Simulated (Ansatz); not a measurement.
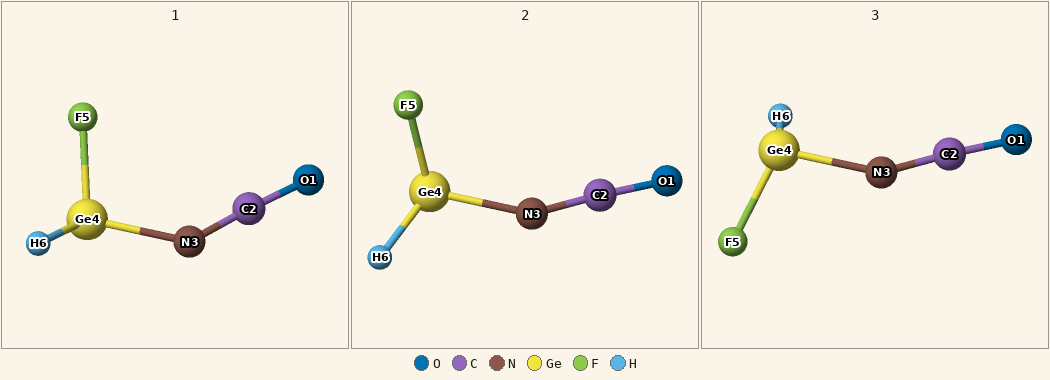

CHFGeNO, SMILES O=C=[N][GeH][F], spin multiplicity 2. 
- Coordinates scanned: (1) angle C2–N3–Ge4; (2) dihedral C2–N3–Ge4–F5.
- Nothing is relaxed (all other coordinates rigid).
- The scan uses a 9 × 10 grid.
- Points are written as (first, second).
- Energies: meV, counted from the lowest grid point.
- All numbers below come from Ansatz 0.2.0, UKS r2SCAN-D4/def2-SVP.

The numbered pictures are structures from this grid.

Which is the most stable, and how do the others follow?

Answer. 2, at (145.8°, −72°): 0 meV; 1, at (129.2°, −36°): 47 meV; 3, at (145.8°, 144°): 77 meV.

The map, with the structures marked:

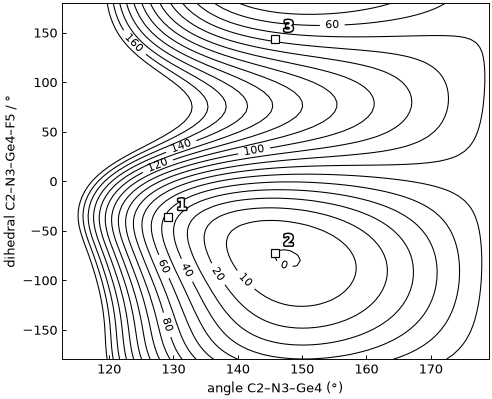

In the figure: contour lines labelled in meV (none above 170). Between grid points the surface is interpolated.
